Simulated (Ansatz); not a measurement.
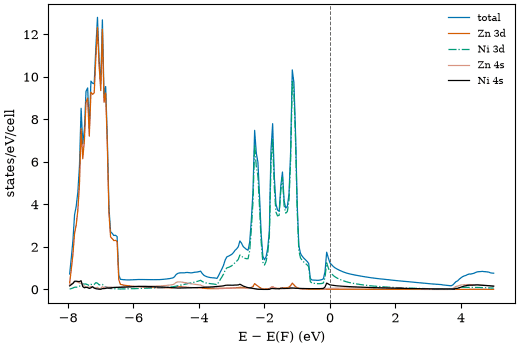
Figure. Total and projected density of states of ZnNi (CsCl type, Pm-3m), DFT-PBEsol in the program Ansatz with PAW potentials

Task: Which orbitals carry the states next to the Fermi level?

Result: Within 0.5 eV of the Fermi level: Ni 3d 60 %, Ni 4s 16 %, Zn 4s 6 %, outside the projected shells 16 %. Projections are on Löwdin-orthogonalised atomic valence shells; empty p or d shells of many metals are not among them.

Task: Where is the tallest occupied peak in this window, and what makes it?

Result: Near -7.1 eV, about 13 states/eV per cell; the largest projected share is Zn 3d.

The workflow started from a Materials Project entry (that database holds measured and hypothetical structures alike); the Crystallography Open Database files this formula in space group No. 221, but the cells were not matched. Its standing as an ambient phase is unchecked. The PBEsol relaxation kept the symmetry of its start. At this level the phase is mechanically unstable. No spin polarisation was allowed.

Potentials: the later of the program's two PAW sets.
